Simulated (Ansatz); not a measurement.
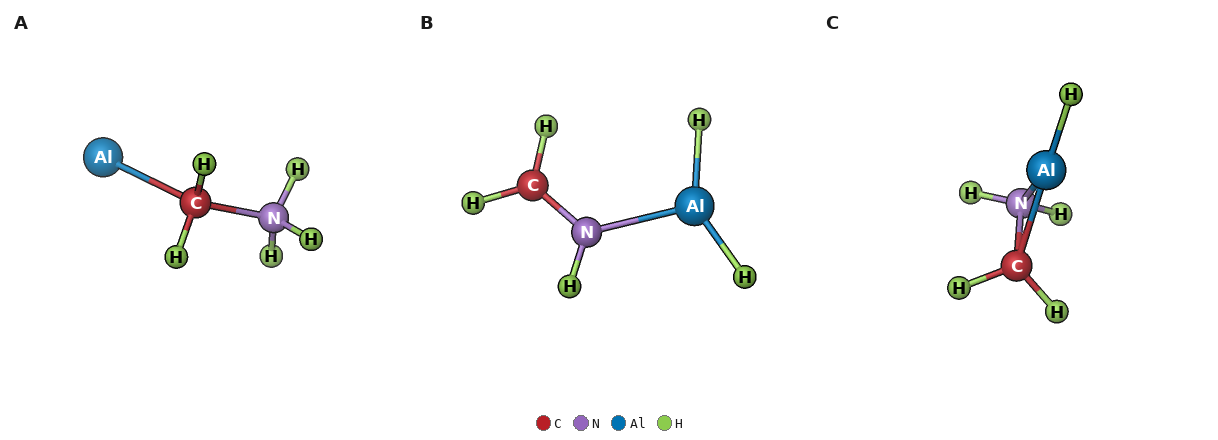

3 stationary structures of one formula. The species has charge +1 and is a spin singlet. Geometries: PBE0-D4/def2-TZVP. Electronic energies: RHF-CCSD(T) (frozen core)/def2-TZVPP (Ansatz 0.2.0), without zero-point energy. No frequency run is at hand to confirm each as a minimum. Each is one conformer, not always the lowest.

Question: Which structure is the most stable?

Answer: B is lowest (Cs); C lies 45.3 kJ/mol above it (Cs), A lies 57.3 kJ/mol above it (Cs).
